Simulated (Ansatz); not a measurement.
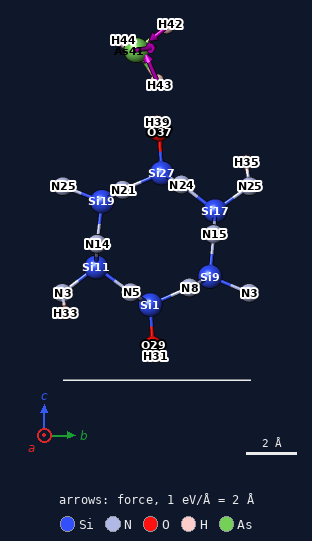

Starting geometry of a slab of composition Si$_{12}$AsH$_{11}$N$_{16}$O$_{4}$ (cut from the P6_3/m phase) with the computed forces as purple arrows. Style: ball-and-stick. Shown: the cell of the calculation, outlined in the plane, without the vacuum (origin shifted), along the a axis.

Case: 1 AsH3 a cell, inverted, over a bridge H-H site. The slab is the (1 0 0) face of Si3N4 with AsH3 on it. 14 atoms are held fixed.

Computed with Ansatz, DFT PBE+D3(BJ), scalar-relativistic, plane waves, PAW. Set-up: plane-wave cutoff 420 eV; k-point mesh 3 × 2 × 1; occupations gaussian; smearing width 0.05 eV; no spin polarisation; dipole correction; atoms relaxed in a fixed cell; force threshold 0.04 eV/Å; at most 100 steps.

### Is this structure relaxed? If not, where do the atoms go?

It isn't relaxed: the largest force vector, on an H atom, is 0.65 eV/Å. The final displacements follow the starting forces only in part (cosine between the two patterns 0.41). Over 23 accepted moves (26 points after the start) the energy falls by 0.120 eV per cell of the calculation. Largest force component: 0.58 eV/Å at the start, 0.022 eV/Å at the end. The line search rejected the trial steps at points 9, 12 of the run. 1 step only repeated the SCF at the same geometry. The forces were under the threshold at step 3, but the run went on from there. The largest move is that of an H atom, 1.42 Å at 45° to the normal (+c side). By element the largest moves are H 1.42 Å, As 0.53 Å, O 0.06 Å, N 0.05 Å, Si 0.03 Å. The cell doesn't change. Among the contacts that change: As–H 1.564 → 1.529 Å, N–Si 1.715 → 1.722 Å, O–Si 1.667 → 1.662 Å. Among the angles between lasting bonds that change: Si–O–H 113.2° → 117.0°, Si–N–H 118.8° → 115.8°, Si–N–H 116.7° → 114.4°. The run took 24 min on 4 threads of Intel(R) Xeon(R) Processor @ 2.50GHz (Skylake/Cascade Lake) (shared host), peak memory 2.9 GiB.

Limits of the set-up: the periodic images lie only 5.8 Å apart, so the values are limited by the cell's size.
